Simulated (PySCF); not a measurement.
Input

```
{"job": {"kind": "uv", "xc": "CAM-B3LYP", "basis": "def2-SVPD", "nstates": 8, "ntriplets": 3}, "charge": 0, "multiplicity": 1}
F      1.397968    -1.497106     0.328586
C      1.388747    -0.196738     0.036063
C      0.250736     0.458618    -0.146518
F      0.317538     1.764882    -0.461287
C     -1.135460    -0.100178    -0.032830
F     -1.650343     0.127643     1.221195
H      2.373226     0.238934    -0.044209
H     -1.804247     0.393900    -0.744903
H     -1.124604    -1.183961    -0.181276
```

Run with:

```sh
OMP_NUM_THREADS=1 python probes_run.py task.json out
```

Geometry: GFN2-xTB.

Theory: CAM-B3LYP/def2-SVPD, SCF density, gas phase (PySCF).

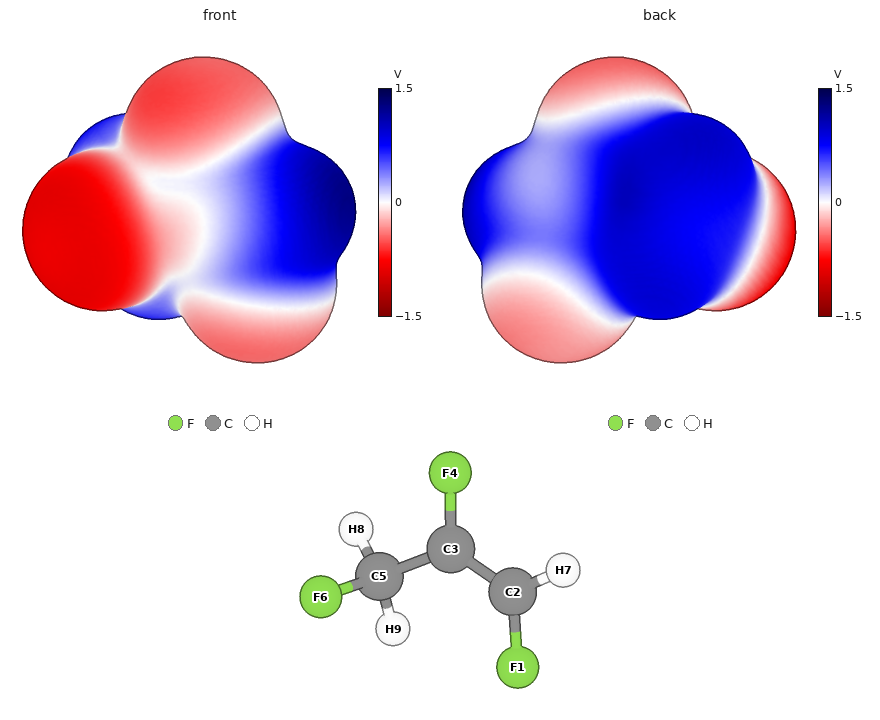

C$_{3}$H$_{3}$F$_{3}$ (SMILES F/C=C(/F)CF). The molecular electrostatic potential painted on the density surface at 0.001 e/bohr³, seen from the front and from behind; red is negative and blue positive. The bare structure is drawn below in the same view.

Question: Which sites attract a positive test charge, and which a negative one?

Answer: A positive charge is drawn to the negative regions and a negative charge to the positive ones. The most negative region (about −0.9 V, or −21 kcal/mol for a unit charge) lies over F6, the most positive (about +1.2 V, or +28 kcal/mol for a unit charge) over H7.

Question: How polar is the molecule by this calculation?

Answer: Its dipole moment is 1.79 D.
